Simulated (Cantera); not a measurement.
Feed: 1 mol CHF3, 0.032 mol F2, at 0.133 bar.

Method: chemical equilibrium by Gibbs-energy minimisation in Cantera with the NASA 1993 tables (ideal gas, pure condensed phases). Candidate condensed phases: C, C6H6, C7H8, C8H18; 95 gas species. The tables' values for C2F4 are old estimates; treat these amounts as uncertain. Gases not in the tables: C2F6 and larger saturated fluorocarbons. Kinetics and transport are ignored.

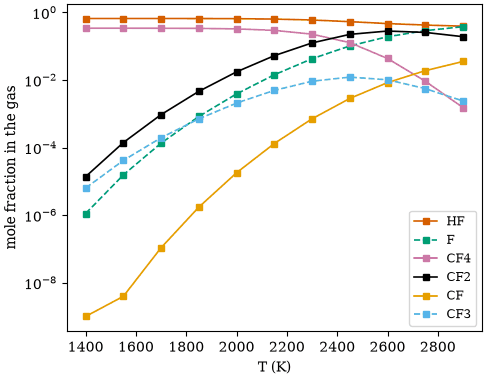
Figure: Equilibrium gas composition (values under 1e-9 drawn at 1e-9)

From 1400 K to 2900 K the condensed part is C(graphite). The main C-bearing gas is CF4 at 1400 K and CF2 at 2900 K.
